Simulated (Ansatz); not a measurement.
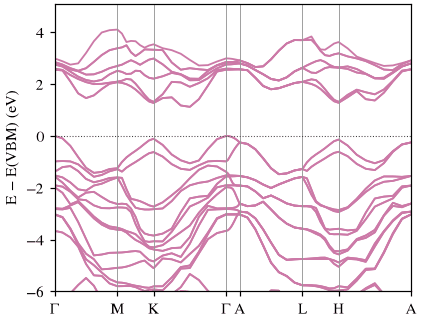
Figure: Band structure from the program Ansatz at the r²SCAN+D4 with spin–orbit coupling level (PAW)

Q: Read off the gap and where the band edges lie.

A: About 1.1 eV (1.09 eV by a search for the band edges); maximum at Γ, minimum on the K–Γ line, 45 % of the way from K.

The material is WSe$_{2}$ in space group P6_3/mmc (No. 194; W on 2d, Se on 4f).

The cell was relaxed with r²SCAN+D4 under the symmetry of its start; of distortions, only those at the zone centre were tested. No spin polarisation was allowed.

Potentials: the later of the program's two PAW sets.
